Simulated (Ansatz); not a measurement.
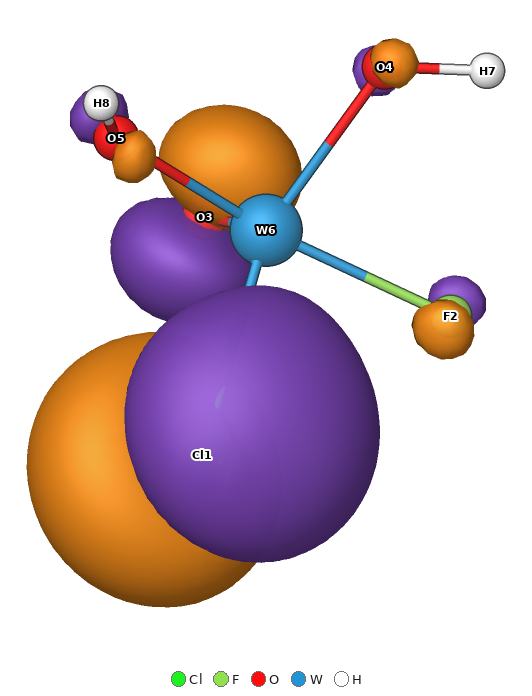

The picture shows: ClFH₂O₃W. The HOMO−1 at ±0.1 Å⁻³ᐟ² (orange and purple are the two phases), seen at a tilt.

Geometry: PBE0-D4/def2-SVP; core potentials replace the inner electrons of W.

Method: Ansatz, isolated molecule in a Gaussian basis; Kohn-Sham density functional theory, functional PBE0.

```xyz
8

Cl   -2.7123   -3.2041    0.1843
F    -1.8123   -0.8676   -1.2041
O    -1.7313   -0.3398    1.4790
O     0.5088   -0.9904   -0.3388
O    -0.1463   -2.5660    1.5973
W    -1.1467   -1.5187    0.4331
H     0.4717   -0.4289   -1.1247
H     0.4920   -3.2827    1.5168
```

Question: Where does this orbital lie, and at what energy?

Answer: By Hirshfeld shares it lies mainly on Cl1 (about 80 %) and O3 (about 10 %); largely a lone pair of Cl1. Its energy is −9.67 eV.
